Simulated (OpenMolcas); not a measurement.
**NOF (nitrosyl fluoride), step by step**

We compute a single-point energy (singlet NOF, HF/ANO-R0), then the excited states (singlet NOF, CASSCF(8,7)/ANO-R1), then the excited states (singlet NOF, CASPT2(8,7)/ANO-R1), then the energy (doublet NOF+, CASPT2(7,7)/ANO-R1) of FNO. 

The results are computed with OpenMolcas 26.06.

### 1 Starting point

NOF has 3 atoms, charge 0, and is taken as a singlet. SMILES: `O=NF`. The coordinates come from a PBE0-D4/def2-TZVP relaxation.

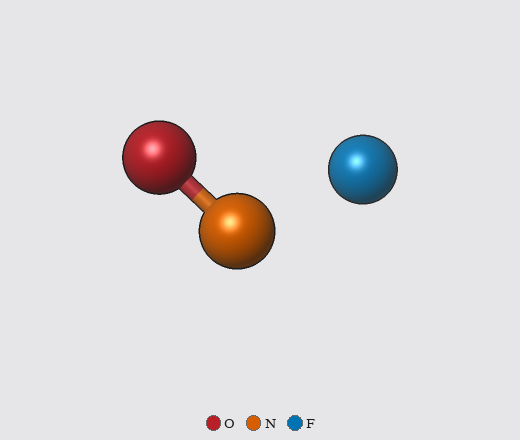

The structure, seen from a chosen angle (oxygen red, nitrogen orange, fluorine blue).

### 2 A single-point energy at HF/ANO-R0 (sfX2C) (run 1)

step1.inp reads:

```
&GATEWAY
Coord
3
bohr
O      1.64094368     0.45914676     0.95382036
N      0.28143691    -0.91186844     0.05652171
F     -1.92239949     0.45274058    -1.01034207
Basis=ANO-R0
Group=NoSym
&SEWARD
&SCF
PrOrbitals=1 1
```

Command:

```
$ export MOLCAS_MEM=1860
$ pymolcas step1.inp > step1.log
```

The program printed:

```text
--- Start Module: gateway ---
[...]
--- Stop Module: gateway /rc=_RC_ALL_IS_WELL_ ---
--- Start Module: seward ---
[...]
      Basis functions           15
--- Stop Module: seward /rc=_RC_ALL_IS_WELL_ ---
--- Start Module: scf ---
[...]
       Convergence after  12 Iterations
[...]
::    Total SCF energy                               -228.5636892505
[...]
      Total spin, S                                     0.0000000000
[...]
      Total electronic charge=   24.000000
      Total            charge=   -0.000000
[...]
      Dipole Moment (debye):
      Origin of the operator (angstrom)=   -0.0684    0.0343   -0.0340
                   X=  4.4908E-01               Y=  6.3847E-02               Z=  2.5435E-01           Total=  5.2004E-01
      Quadrupole Moment (debye*angstrom):
[...]
--- Stop Module: scf /rc=_RC_ALL_IS_WELL_ ---
[...]
```

Wall time 1.7 s (1 thread of Arm Neoverse V2, shared host); peak memory 0.41 GiB.

### 3 The vertical excitations at CASSCF(8,7)/ANO-R1 (sfX2C, RICD fitting, 3 states averaged) (run 2)

step2.input reads:

```
* FNO CASSCF
&gateway
coord
3
bohr
O      1.64094368     0.45914676     0.95382036
N      0.28143691    -0.91186844     0.05652171
F     -1.92239949     0.45274058    -1.01034207
basis
ANO-R0
group
NoSym
&seward
&rasscf
fileorb
$CurrDir/step1.ScfOrb
spin
1
nactel
8 0 0
inactive
8
ras2
7
ciroot
3 3 1
orblisting
Nothing
>>> COPY $Project.RunFile RUNFIL1
>>> COPY $Project.RasOrb INPORB
&gateway
coord
3
bohr
O      1.64094368     0.45914676     0.95382036
N      0.28143691    -0.91186844     0.05652171
F     -1.92239949     0.45274058    -1.01034207
basis
ANO-R1
group
NoSym
ricd
&seward
>>> COPY $Project.RunFile RUNFIL2
&expbas
&rasscf
fileorb
$Project.ExpOrb
spin
1
nactel
8 0 0
inactive
8
ras2
7
ciroot
3 3 1
orblisting
Nothing
orbappear
Compact
```

Command:

```
$ export MOLCAS_MEM=1860
$ pymolcas step2.input > step2.log
```

The program printed:

```text
--- Start Module: gateway ---
[...]
      Basis functions           15
[...]
      Number of active orbitals                  7
[...]
      Spin quantum number                      0.0
[...]
      Active orbitals                            7
[...]
      Number of CSFs                           490
[...]
      Number of root(s) required                 3
[...]
      Convergence after 16 iterations
[...]
      printout of CI-coefficients larger than  0.05 for root  1
      energy=    -228.687457
      conf/sym  1111111     Coeff  Weight
             1  2222000   0.89010 0.79228
             4  222u0d0  -0.32054 0.10274
             6  2220020  -0.13355 0.01784
            11  22u2d00   0.06617 0.00438
            15  22uudd0   0.06343 0.00402
            53  u2220d0  -0.08902 0.00793
[...]
      Natural orbitals and occupation numbers for root  1
      sym 1:   1.982376   1.997616   1.899884   1.892606   0.101193   0.123143   0.003182
      Natural orbitals and occupation numbers for root  2
      sym 1:   1.896418   1.997383   1.975138   1.012772   1.023559   0.092673   0.002057
      Natural orbitals and occupation numbers for root  3
      sym 1:   1.989864   1.008085   1.966324   1.930621   1.031583   0.071938   0.001586
      ************************************************************************************************************************
      *                                                    Final results                                                     *
[...]
::    RASSCF root number  1 Total energy:   -228.68745717
::    RASSCF root number  2 Total energy:   -228.57460964
::    RASSCF root number  3 Total energy:   -228.51001661
[...]
      Basis functions           42
[...]
--- Start Module: expbas ---
[...]
      Convergence after 15 iterations
[...]
      Natural orbitals and occupation numbers for root  1
      sym 1:   1.980940   1.987387   1.917838   1.936668   0.083240   0.080974   0.012953
      Natural orbitals and occupation numbers for root  2
      sym 1:   1.913661   1.988244   1.984102   1.009329   1.015402   0.078450   0.010812
      Natural orbitals and occupation numbers for root  3
      sym 1:   1.989009   1.003338   1.974683   1.948658   1.024177   0.057298   0.002838
      ************************************************************************************************************************
      *                                                    Final results                                                     *
[...]
::    RASSCF root number  1 Total energy:   -228.96725790
::    RASSCF root number  2 Total energy:   -228.81999992
::    RASSCF root number  3 Total energy:   -228.73521520
[...]
```

Run time: 6.6 s. Hardware: 1 thread of Arm Neoverse V2, shared host; peak memory 0.41 GiB.

The roots found:

| excited state | energy (eV) |
| --- | --- |
| 1 | 4.007 |
| 2 | 6.314 |

Run 3 isn't shown in full; the table further down has it.

### 4 The doublet cation: the energy at CASPT2(7,7)/ANO-R1 (sfX2C, RICD fitting, ipea shift 0.25 Eh, pt2 variant SS) (run 4)

step4.input reads:

```
>>> EXPORT MOLCAS_PRINT=2
&GATEWAY
Coord
3
angstrom
O        0.868350       0.242970       0.504740
N        0.148930      -0.482540       0.029910
F       -1.017290       0.239580      -0.534650
Basis=ANO-R1
Group=NoSym
RICD
&SEWARD
&RASSCF
FileOrb=$CurrDir/step2.RasOrb
Spin=2
Nactel=7 0 0
Inactive=8
Ras2=7
OrbListing=Nothing
OrbAppear=Compact
&CASPT2
Imaginary=0.2
&RASSI
NrOfJobIphs=1 all
IphNames
JOBMIX
EJob
```

Command:

```
$ export MOLCAS_MEM=1860
$ pymolcas step4.input > step4.log
```

The program printed:

```text
--- Start Module: gateway ---
[...]
--- Stop Module: gateway /rc=_RC_ALL_IS_WELL_ ---
[...]
      Basis functions           42
[...]
      Number of active orbitals                  7
[...]
      Spin quantum number                      0.5
[...]
      Active orbitals                            7
[...]
      Number of CSFs                           784
[...]
      Number of root(s) required                 1
[...]
      Convergence after 18 iterations
[...]
      printout of CI-coefficients larger than  0.05 for root  1
      energy=    -228.543217
      conf/sym  1111111     Coeff  Weight
             1  222u000   0.94639 0.89565
            15  u22d0u0   0.15803 0.02497
            23  u2d2u00   0.06034 0.00364
            42  u22u0d0   0.09616 0.00925
            47  u2u2d00   0.06281 0.00394
            80  220u200   0.16040 0.02573
[...]
      Natural orbitals and occupation numbers for root  1
      sym 1:   1.918624   1.987862   1.919286   1.005912   0.081111   0.077303   0.009902
      ************************************************************************************************************************
      *                                                    Final results                                                     *
[...]
::    RASSCF root number  1 Total energy:   -228.54321689
[...]
      Total electronic charge=   23.000000
      Total            charge=    1.000000
[...]
      Dipole Moment (debye):
      Origin of the operator (angstrom)=   -0.0684    0.0343   -0.0340
                   X=  1.8297E+00               Y= -4.6741E-01               Z=  9.5768E-01           Total=  2.1174E+00
      Center of Charge (angstrom)
[...]
--- Start Module: caspt2 ---
[...]
      E2 (Variational):          -0.3822201295
      Total energy:            -228.9254370167
[...]
      Reference weight:           0.91152
[...]
::    CASPT2 Root  1     Total energy:   -228.92543702
[...]
--- Stop Module: caspt2 /rc=_RC_ALL_IS_WELL_ ---
--- Start Module: rassi ---
[...]
 ###    WARNING: EJOB used when HEFF is available, possible                  ###
 ###    extra interaction between states is ignored!                         ###
 ###############################################################################
[...]
::    RASSI State    1     Total energy:    -228.92543701673958
[...]
  SPIN-FREE ENERGIES:
  (Shifted by EMIN (a.u.) =       -228.9254370167)
 SF State       Relative EMIN(au)   Rel lowest level(eV)    D:o, cm**(-1)
     1             0.0000000000        0.0000000000              0.0000
[...]
--- Stop Module: rassi /rc=_RC_ALL_IS_WELL_ ---
[...]
```

Wall time 3.9 s (1 thread of Arm Neoverse V2, shared host); peak memory 0.083 GiB.

### 5 All runs side by side

| run | level | integral approximation | task | partner | energy (Eh) | dipole moment (D) of the reference | wall time |
| --- | --- | --- | --- | --- | --- | --- | --- |
| 1 | HF/ANO-R0 (sfX2C) | none | energy | base | -228.563689 | 0.52 | 1.7 s |
| 2 | CASSCF(8,7)/ANO-R1 (sfX2C, RICD fitting, 3 states averaged) | RICD | excited | base | -228.967258 | 1.54 | 6.6 s |
| 3 | CASPT2(8,7)/ANO-R1 (sfX2C, RICD fitting, ipea shift 0.25 Eh, pt2 variant MS, 3 states averaged) | RICD | excited | base | -229.384329 | 1.54 | 4.8 s |
| 4 | CASPT2(7,7)/ANO-R1 (sfX2C, RICD fitting, ipea shift 0.25 Eh, pt2 variant SS) | RICD | energy | cation | – | – | 3.9 s |

### 6 Outcome

```
                                                                    quantity          value
                  run 3, CASPT2(8,7)/ANO-R1: energy of the lowest of 3 roots  -229.38433 Eh
                   run 3, CASPT2(8,7)/ANO-R1: dipole moment (CASSCF density)         1.54 D
run 3, CASPT2(8,7)/ANO-R1: lowest excitation energy within this active space        3.97 eV
```

What this shows: In run 1 the basis is minimal, so the values are rough. All runs together took 17 s, the longest 6.6 s. 1 of the 4 runs ended normally but are set aside, since settings or state are in doubt.
